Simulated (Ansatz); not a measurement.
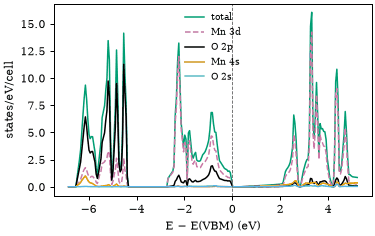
*Total and projected density of states of MnO (wurtzite, P6_3mc), plane-wave PAW r²SCAN (Ansatz code)*

**Question.** Which orbitals carry the states next to the gap?

**Answer.** Top 1 eV of the valence band: Mn 3d 66 %, O 2p 30 %. Bottom 1 eV of the conduction band: Mn 4s 63 %, O 2s 20 %, O 2p 10 %. Projections are on Löwdin-orthogonalised atomic valence shells; empty p or d shells of many metals are not among them.

**Question.** Where is the tallest occupied peak in this window, and what makes it?

**Answer.** Near -4.5 eV, about 14 states/eV per cell; the largest projected share is O 2p.

The workflow started from an entry of the Crystallography Open Database (COD), which files this formula under 2 space groups. It is not the phase usual at ambient conditions (space group No. 225). The cell was relaxed with r²SCAN under the symmetry of its start, as lowered by the spin order; its stability against distortions is not shown here. Spin order of the final state: antiferromagnetic, chosen from 2 collinear starts compared on coarse meshes (ties went to the first, and starts can fall back to one state), not a proven ground state. Other orbital occupations within this spin state were not tried. No Hubbard U is applied.

Potentials: the later of the program's two PAW sets.
